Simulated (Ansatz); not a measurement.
# CH3F2SSi: the cost of one run

Computed with Ansatz 0.2.0, Gaussian basis. Level: one geometry, several basis sets.

Levels to be run: PBE0-D4/def2-SVP; ωB97M-V/def2-SVP; PBE0-D4/def2-QZVPP; ωB97M-V/def2-QZVPP; CCSD(T)/cc-pV(D+d)Z; CCSD(T)/cc-pV(T+d)Z; MP2/cc-pV(Q+d)Z; the functionals' def2-TZVPP values are taken from earlier runs.

### Step 1. The geometry

The geometry comes from an earlier relaxation with PBE0-D4 in a triple-zeta def2 set; it is a stationary point, not always the lowest conformer.

SMILES `C[Si](F)(F)[S]`, 8 atoms, charge 0, spin multiplicity 2.

Atoms are counted from 1 here; the program's logs count them from 0.

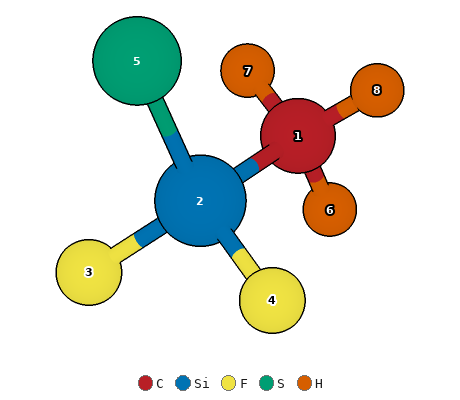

The structure; carbon red, silicon blue, fluorine yellow, sulfur teal, hydrogen orange; atoms are numbered from 1 in the order of the file.

### Step 2. PBE0-D4 in def2-SVP

The input, in.yaml:

```yaml
crystal:
  periodic: [false, false, false]
  atoms:
    - {symbol: C, position_ang: [-0.809840, -0.285894, 0.511221]}
    - {symbol: Si, position_ang: [0.703905, 0.141337, -0.445282]}
    - {symbol: F, position_ang: [1.990895, -0.514901, 0.214071]}
    - {symbol: F, position_ang: [0.641984, -0.479797, -1.905447]}
    - {symbol: S, position_ang: [0.923261, 2.240188, -0.550251]}
    - {symbol: H, position_ang: [-0.905560, -1.374654, 0.554106]}
    - {symbol: H, position_ang: [-0.749488, 0.095877, 1.531786]}
    - {symbol: H, position_ang: [-1.703057, 0.120744, 0.033996]}
basis:
  gaussian: {orbitals: def2-SVP}
magnetization: {spin_polarized: true, initial_magnetization: 1}
hamiltonian: {xc: pbe0, dispersion: d4}
output: {orbitals: {seedname: orbitals}}
```

Command:

```console
$ ansatz run in.yaml --threads 2 --pin off --events-out ev --progress --plain --max-ram 22528MiB --backend cpu
```

Q: Estimate wall time and peak memory on 2 threads of AMD EPYC 7R13, shared host.

About 7.5 s, with a peak of 0.32 GiB.
